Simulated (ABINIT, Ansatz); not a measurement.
# How the form of the self-energy moves the gap of CaO (Lime)

Wanted: the gap of CaO (Lime) under several approximations, with cost.

Main program and level: ABINIT 10.8.3; PBE and many-body steps on it, plane waves.

## 1. The structure

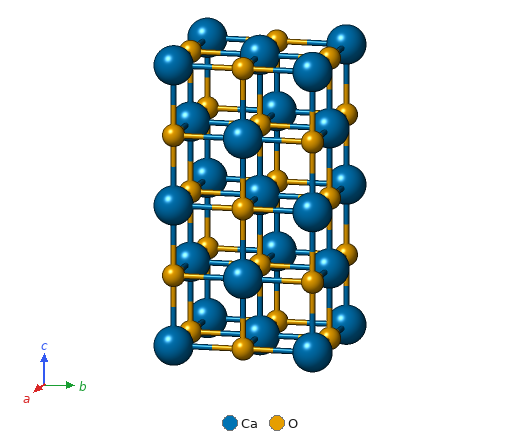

The cell as given, slightly off an axis (calcium blue, oxygen orange). 1×1×2 cells are drawn. This picture shows the conventional cell, with its axes. Some periodic images of atoms are drawn too.

Coordinates:

```cif
data_structure
_symmetry_space_group_name_H-M 'P 1'
_symmetry_Int_Tables_number 1
_cell_length_a 3.4033
_cell_length_b 3.4033
_cell_length_c 3.4033
_cell_angle_alpha 60.000
_cell_angle_beta 60.000
_cell_angle_gamma 60.000
_cell_volume 27.87
loop_
_atom_site_label
_atom_site_type_symbol
_atom_site_fract_x
_atom_site_fract_y
_atom_site_fract_z
_atom_site_occupancy
Ca1 Ca 0.00000 0.00000 0.00000 1
O2 O 0.50000 0.50000 0.50000 1
```

The cell and positions come from the Crystallography Open Database and are kept as given unless a step says otherwise.

## 2. Empty states on the mesh, 6×6×6 mesh, 522 bands

This step: ABINIT 10.8.3; DFT, PBE, plane waves, norm-conserving pseudopotentials.

The sums over transitions need many empty states on a uniform mesh; this step solves for them.

File run.abi:

```
acell 3*1.0 Angstrom
rprim 
  -0.000000000000 2.406500000000 2.406500000000
  2.406500000000 -0.000000000000 2.406500000000
  2.406500000000 2.406500000000 -0.000000000000
ntypat 2
znucl 20 8
natom 2
typat 1 2
xred 
  0.000000000000 0.000000000000 0.000000000000
  0.500000000000 0.500000000000 0.500000000000
pp_dirpath "pseudos"
pseudos "Ca.upf, O.upf"
ecut 36
ngkpt 6 6 6
nshiftk 1
shiftk 0 0 0
kptopt 1
chksymbreak 0
irdden 1
istwfk *1
nband 522
prtvol 0
optdriver 6
gwr_task "HDIAGO"
paral_kgb 0
occopt 1
indata_prefix "in"
outdata_prefix "out"
tmpdata_prefix "tmp"
```

The run is started by

```
$ OMP_NUM_THREADS=1 mpirun -n 8 abinit run.abi > log
```

Log:

```text
.Version 10.8.3 of ABINIT. v10.8.2 released Aug 2026.

 Symmetries : space group Fm -3 m (#225); Bravais cF (face-center cubic)
[... echo of the input left out ...]
== DATASET  1 ==================================================================
-   mpi_nproc: 8, omp_nthreads: 1 (-1 if OMP is not activated)

--- !DatasetInfo
iteration_state: {dtset: 1, }
dimensions: {natom: 2, nkpt: 16, mband: 522, nsppol: 1, nspinor: 1, nspden: 1, mpw: 1964, }
cutoff_energies: {ecut:  36.0, pawecutdg:  -1.0, }
[...]
Indirect band gap semiconductor
 Fundamental gap:     3.662 (eV)
   VBM:     5.064 (eV) at k: [ 0.0000E+00,  0.0000E+00,  0.0000E+00]
   CBM:     8.727 (eV) at k: [ 5.0000E-01,  5.0000E-01,  0.0000E+00]
 Direct gap:         4.037 (eV) at k: [ 5.0000E-01,  5.0000E-01,  0.0000E+00]

== END DATASET(S) ==============================================================
================================================================================

 -outvars: echo values of variables after computation  --------
           etotal      0.0000000000E+00
            nband         522
             nkpt          16
          spgroup         225
 [... the other variables as echoed above ...]

 Calculation completed.
```

Run time: 14 s. Hardware: 8 MPI ranks of Arm Neoverse V2, shared host; peak memory 2.2 GiB; 1.9 min of CPU time.

This step gave:

| Quantity | Value |
| --- | --- |
| gap | 3.662 eV |
| k of the valence top | 0, 0, 0 |
| k of the conduction bottom | 0.5, 0.5, 0 |
| least direct gap | 4.037 eV |
| k points computed | 16 |
| lowest point of the top converged band, above the valence top | 375.0805 eV |

On this mesh the gap is 3.662 eV.

The density comes from a self-consistent run that is not shown.

## 3. Screening, 6×6×6 mesh, 214 bands, screening to 283 eV

The RPA dielectric matrix is built and inverted for each q.

This step: RPA screening on PBE, plane waves, norm-conserving pseudopotentials.

Changes to run.abi since step 2:

```diff
@@ -20,10 +20,11 @@
 chksymbreak 0
-irdden 1
 istwfk *1
-nband 522
-prtvol 0
-optdriver 6
-gwr_task "HDIAGO"
-paral_kgb 0
 occopt 1
+irdwfk 1
+optdriver 3
+nband 214
+ecuteps 10.4
+inclvkb 2
+awtr 1
+symchi 1
 indata_prefix "in"
```

Log:

```text
.Version 10.8.3 of ABINIT. v10.8.2 released Aug 2026.

 Symmetries : space group Fm -3 m (#225); Bravais cF (face-center cubic)
[... echo of the input left out ...]
== DATASET  1 ==================================================================
-   mpi_nproc: 8, omp_nthreads: 1 (-1 if OMP is not activated)

--- !DatasetInfo
iteration_state: {dtset: 1, }
dimensions: {natom: 2, nkpt: 16, mband: 214, nsppol: 1, nspinor: 1, nspden: 1, mpw: 1964, }
cutoff_energies: {ecut:  36.0, pawecutdg:  -1.0, }
electrons: {nelect:   1.60000000E+01, charge:   0.00000000E+00, occopt:   1.00000000E+00, tsmear:   1.00000000E-02, }

 SCREENING: Calculation of the susceptibility and dielectric matrices

 Based on a program developped by R.W. Godby, V. Olevano, G. Onida, and L. Reining.
 Incorporated in ABINIT by V. Olevano, G.-M. Rignanese, and M. Torrent.
.Using double precision arithmetic ; gwpc =  8

[... cell and pseudopotentials left out ...]
--------------------------------------------------------------------------------

 ==== K-mesh for the wavefunctions ====
 Number of points in the irreducible wedge :    16
[... list of points left out ...]
 Together with 48 symmetry operations and time-reversal symmetry
 yields   216 points in the full Brillouin Zone.

 ==== Q-mesh for the screening function ====
 Number of points in the irreducible wedge :    16
[... list of points left out ...]
 Together with 48 symmetry operations and time-reversal symmetry
 yields   216 points in the full Brillouin Zone.

 setmesh: FFT mesh size selected  =    27x   27x   27
          total number of points  =        19683

 vcoul_init : cutoff-mode = AUXILIARY_FUNCTION
 q-points for optical limit:   1
     1)      0.000010    0.000020    0.000030

- screening: taking advantage of time-reversal symmetry
- Maximum band index for partially occupied states nbvw = 8
- Remaining bands to be divided among processors   nbcw = 206
- Number of bands treated by each node ~25

 Number of electrons calculated from density =   16.0000; Expected =   16.0000
 average of density, n =  0.085062
 r_s =    1.4106
 omega_plasma =   28.1335 [eV]

 calculating chi0 at frequencies [eV] :
  1    0.000000E+00    0.000000E+00
  2    0.000000E+00    2.813348E+01

--------------------------------------------------------------------------------
  q-point number  1        q = ( 0.000000, 0.000000, 0.000000) [r.l.u.]
--------------------------------------------------------------------------------
[... chi0 elements left out ...]
 For q-point:  0.000010 0.000020 0.000030
  dielectric constant =   3.5653
  dielectric constant without local fields =   3.9236

  Average fulfillment of the sum rule on Im[epsilon] for q-point    1 :     85.49  [%]
[... wings left out ...]
  q-point number  2        q = ( 0.166667, 0.000000, 0.000000) [r.l.u.]
--------------------------------------------------------------------------------
[... chi0 elements left out ...]
  Average fulfillment of the sum rule on Im[epsilon] for q-point    2 :     89.19  [%]

 [... 14 further q-points ...]
```

The job ended after 2 min (8 MPI ranks; peak memory 2.4 GiB; 16 min of CPU time).

This step gave:

- ε∞ with local fields, on this mesh, along the program's q direction: 3.565
- the same without local fields: 3.924
- plasma frequency: 28.13 eV
- plane waves in the screening matrix: 307

Local fields lower ε∞ by 9 %.

## 4. G0W0, Godby-Needs plasmon pole

The self-energy is evaluated for the states that the input lists, and the levels follow from it, in one-shot runs by the linearised quasiparticle equation.

This step: G0W0 on PBE, plane waves, norm-conserving pseudopotentials.

Changes to run.abi since step 3:

```diff
@@ -23,8 +23,17 @@
 irdwfk 1
-optdriver 3
+optdriver 4
 nband 214
+gwcalctyp 0
+ecutsigx 36
+symsigma 1
+nkptgw 2
+kptgw 
+  0.0000000000 0.0000000000 0.0000000000
+  0.5000000000 0.5000000000 0.0000000000
+bdgw 
+  6 12
+  7 10
 ecuteps 10.4
-inclvkb 2
-awtr 1
-symchi 1
+irdscr 1
+ppmodel 1
 indata_prefix "in"
```

Log:

```text
.Version 10.8.3 of ABINIT. v10.8.2 released Aug 2026.

 Symmetries : space group Fm -3 m (#225); Bravais cF (face-center cubic)
[... echo of the input left out ...]
== DATASET  1 ==================================================================
-   mpi_nproc: 8, omp_nthreads: 1 (-1 if OMP is not activated)

--- !DatasetInfo
iteration_state: {dtset: 1, }
dimensions: {natom: 2, nkpt: 16, mband: 214, nsppol: 1, nspinor: 1, nspden: 1, mpw: 1964, }
cutoff_energies: {ecut:  36.0, pawecutdg:  -1.0, }
electrons: {nelect:   1.60000000E+01, charge:   0.00000000E+00, occopt:   1.00000000E+00, tsmear:   1.00000000E-02, }

 SIGMA: Calculation of the GW corrections

 Based on a program developped by R.W. Godby, V. Olevano, G. Onida, and L. Reining.
 Incorporated in ABINIT by V. Olevano, G.-M. Rignanese, and M. Torrent.
.Using double precision arithmetic ; gwpc =  8

[... cell and pseudopotentials left out ...]
--------------------------------------------------------------------------------

 ==== K-mesh for the wavefunctions ====
 Number of points in the irreducible wedge :    16
[... list of points left out ...]
 Together with 48 symmetry operations and time-reversal symmetry
 yields   216 points in the full Brillouin Zone.

 ==== Q-mesh for screening function ====
 Number of points in the irreducible wedge :    16
[... list of points left out ...]
 Together with 48 symmetry operations and time-reversal symmetry
 yields   216 points in the full Brillouin Zone.

 vcoul_init : cutoff-mode = AUXILIARY_FUNCTION
 q-points for optical limit:   1
     1)      0.000010    0.000020    0.000030
 setmesh: FFT mesh size selected  =    36x   36x   36
          total number of points  =        46656

 Number of electrons calculated from density =   16.0000; Expected =   16.0000
 average of density, n =  0.085062
 r_s =    1.4106
 omega_plasma =   28.1335 [eV]

 === KS Band Gaps ===
  >>>> For spin  1
   Minimum direct gap =   4.0368 [eV], located at k-point      :   0.5000  0.5000  0.0000
   Fundamental gap    =   3.6624 [eV], Top of valence bands at :   0.0000  0.0000  0.0000
                                       Bottom of conduction at :   0.5000  0.5000  0.0000
 SIGMA fundamental parameters:
 PLASMON POLE MODEL  1
 number of plane-waves for SigmaX                 1917
 number of plane-waves for SigmaC and W            307
 number of plane-waves for wavefunctions          1917
 number of bands                                   214
 number of independent spin polarizations            1
 number of spinorial components                      1
 number of k-points in IBZ                          16
 number of q-points in IBZ                          16
 number of symmetry operations                      48
 number of k-points in BZ                          216
 number of q-points in BZ                          216
 number of frequencies for dSigma/dE                 9
 frequency step for dSigma/dE [eV]                0.25
 number of omega for Sigma on real axis              0
 max omega for Sigma on real axis  [eV]           0.00
 zcut for avoiding poles [eV]                     0.10

 EPSILON^-1 parameters (SCR file):
 dimension of the eps^-1 matrix on file            307
 dimension of the eps^-1 matrix used               307
 number of plane-waves for wavefunctions          1917
 number of bands                                   214
 number of q-points in IBZ                          16
 number of frequencies                               2
 number of real frequencies                          1
 number of imag frequencies                          1

 matrix elements of self-energy operator (all in [eV])

 Perturbative Calculation

--- !SelfEnergy_ee
iteration_state: {dtset: 1, }
kpoint     : [   0.000,    0.000,    0.000, ]
spin       : 1
KS_gap     :    4.714
QP_gap     :    6.276
Delta_QP_KS:    1.562
data: !SigmaeeData |
     Band     E0 <VxcDFT>   SigX SigC(E0)      Z dSigC/dE  Sig(E)    E-E0       E
        6   5.064 -19.387 -24.633   3.822   0.779  -0.284 -20.496  -1.109   3.956
        7   5.064 -19.387 -24.633   3.822   0.779  -0.284 -20.496  -1.109   3.956
        8   5.064 -19.387 -24.633   3.822   0.779  -0.284 -20.496  -1.109   3.956
        9   9.779 -10.893  -6.430  -3.925   0.844  -0.186 -10.440   0.453  10.232
       10  11.292 -13.900  -7.002  -4.844   0.841  -0.189 -12.172   1.728  13.020
       11  11.292 -13.900  -7.002  -4.844   0.841  -0.189 -12.172   1.728  13.020
       12  11.292 -13.900  -7.002  -4.844   0.841  -0.189 -12.172   1.728  13.020

--- !SelfEnergy_ee
iteration_state: {dtset: 1, }
kpoint     : [   0.500,    0.500,    0.000, ]
spin       : 1
KS_gap     :    4.037
QP_gap     :    6.346
Delta_QP_KS:    2.309
data: !SigmaeeData |
     Band     E0 <VxcDFT>   SigX SigC(E0)      Z dSigC/dE  Sig(E)    E-E0       E
        7   4.690 -18.916 -24.314   3.839   0.777  -0.287 -20.127  -1.211   3.479
        8   4.690 -18.916 -24.314   3.839   0.777  -0.287 -20.127  -1.211   3.479
        9   8.727 -11.430  -5.899  -4.239   0.850  -0.177 -10.332   1.097   9.824
       10  13.087 -16.112  -8.832  -4.977   0.832  -0.202 -14.195   1.917  15.004

== END DATASET(S) ==============================================================
================================================================================

 -outvars: echo values of variables after computation  --------
           etotal      0.0000000000E+00
            nband         214
             nkpt          16
          spgroup         225
 [... the other variables as echoed above ...]

 Calculation completed.
```

Elapsed: 25 s, on 8 MPI ranks; peak memory 2.6 GiB.

This step gave:

* G0W0 gap on the points computed: 5.868 eV
* starting gap on the mesh: 3.662 eV
* k of the valence top: 0, 0, 0
* k of the conduction bottom: 0.5, 0.5, 0
* Z at the valence top: 0.779
* Z at the conduction bottom: 0.85
* least direct G0W0 gap on the computed points: 6.276 eV

The gap on the mesh goes from 3.66 eV to 5.87 eV, a correction of +2.21 eV.

(Continued in part 2 of 2.)

[Paths, hosts, dates, memory and timing lines, banners, echoed tables and standing remarks are left out of the program output.]

[Logs are printed without paths, hosts, clocks, repeated set-up lines and the standing remarks that a program may print on its own settings, such as how far it seeks lower states.]

[Runs of the session that timed out or met a known fault of the program may be left out.]

[Hosts, paths, dates, database ids (printed as entryN), source tags and the programs' standing remarks are cut or masked in the printed files.]

[G0W0 gaps are taken among the corrected bands and points alone; a level outside them can change the order at an edge.]

[Where Ansatz stands beside ABINIT at settings called matched, ABINIT's density can come from a denser mesh and the files from another edition; pairs whose starting gaps differed by over 0.03 eV were left out, so agreement reads better than it is.]
